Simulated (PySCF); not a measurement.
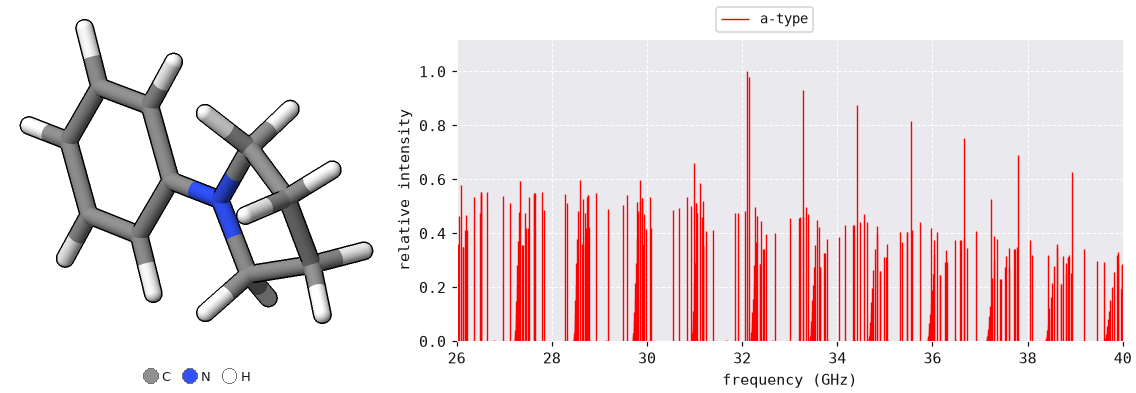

C₁₀H₁₃N, SMILES c1ccc(N2CCCC2)cc1. Simulated rotational absorption lines between 26 and 40 GHz at 10 K: rigid rotor with the equilibrium constants and dipole of one optimised conformer (PBE0-D3(BJ)/def2-SVP, PySCF 2.14.0), commonest isotopes; no centrifugal distortion, hyperfine structure, internal rotation or nuclear-spin weights; lines within 1 MHz of each other are summed. Lines of different type are drawn apart.

> What are the rotational constants, and what kind of rotor is it?

Rotational constants A, B, C = 3.117, 0.6714, 0.5648 GHz; Ray's κ = −0.92, a near-prolate asymmetric top.

> Which dipole components drive the lines?

|μa|, |μb|, |μc| = 2.41, 0.00, 0.01 D; a-type lines carry 100 % of the intensity in this range.

Note: coarse grid, loose stop and no frequency check, small forces are noise and the end may be a saddle.
